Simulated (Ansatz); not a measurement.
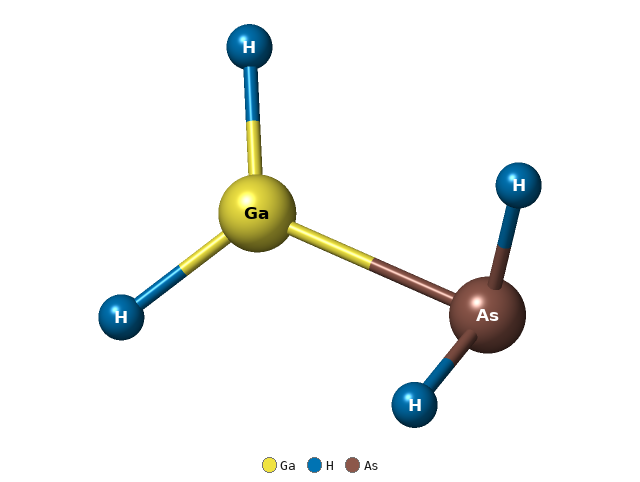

Harmonic vibrations computed with RKS PBE0-D4/def2-TZVP (Ansatz 0.2.0) at a stationary point of the same level.

Minimum or transition state?

A minimum: no imaginary frequency, and the lowest mode lies at 187 cm⁻¹.

List the wavenumbers.

12 modes: 187, 259, 360, 425, 614, 623, 743, 984, 1959, 1969, 2213, 2227 cm⁻¹.
